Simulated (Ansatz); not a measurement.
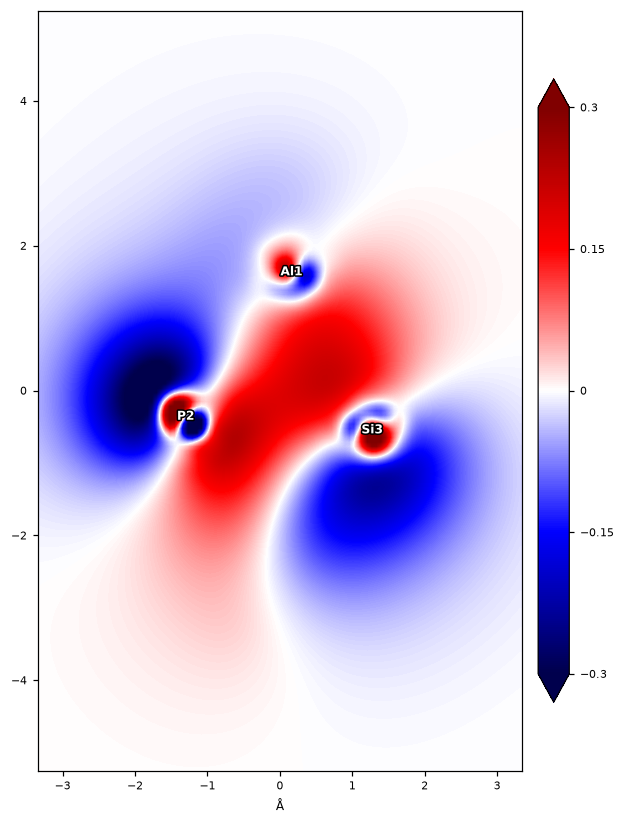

Figure 1: AlH6PSi2. The HOMO−1 on the plane of atoms P2, Al1 and Si3 (values in Å⁻³ᐟ²; the overall sign is arbitrary).

Geometry: r2SCAN-D4/def2-SVP.

Computed with Ansatz 0.2.0, isolated molecule in a Gaussian basis; Kohn-Sham density functional theory, functional PBE0.

Input file:

```
crystal:
  periodic: [false, false, false]
  atoms:
    - {symbol: Al, position_ang: [-1.885569, 3.414307, 0.461100]}
    - {symbol: P, position_ang: [-0.213338, 1.993652, -0.681090]}
    - {symbol: Si, position_ang: [-1.201436, 1.363454, 1.618850]}
    - {symbol: Si, position_ang: [0.991693, 1.080975, 1.014277]}
    - {symbol: H, position_ang: [-3.315029, 3.367233, -0.226048]}
    - {symbol: H, position_ang: [-1.104008, 4.713815, 0.927215]}
    - {symbol: H, position_ang: [-1.824438, 0.059430, 1.189736]}
    - {symbol: H, position_ang: [2.030388, 2.041522, 1.471451]}
    - {symbol: H, position_ang: [1.542025, -0.261227, 0.679262]}
    - {symbol: H, position_ang: [-0.784857, 0.823891, -1.256801]}
basis:
  gaussian: {orbitals: def2-TZVPD}
hamiltonian: {xc: pbe0}
output: {forces: true, orbitals: {seedname: orbitals}}
```

Launched as:

```sh
ansatz run input.yaml --threads 2 --pin off --max-ram 4350MiB --events-out events.jsonl --progress --plain --runs-dir runs
```

Describe this orbital and give its energy.

Answer. It lies mainly on Si3 (about 30 %), P2 (about 30 %), Si4 (about 25 %) and Al1 (about 10 %). Its energy is −7.36 eV.
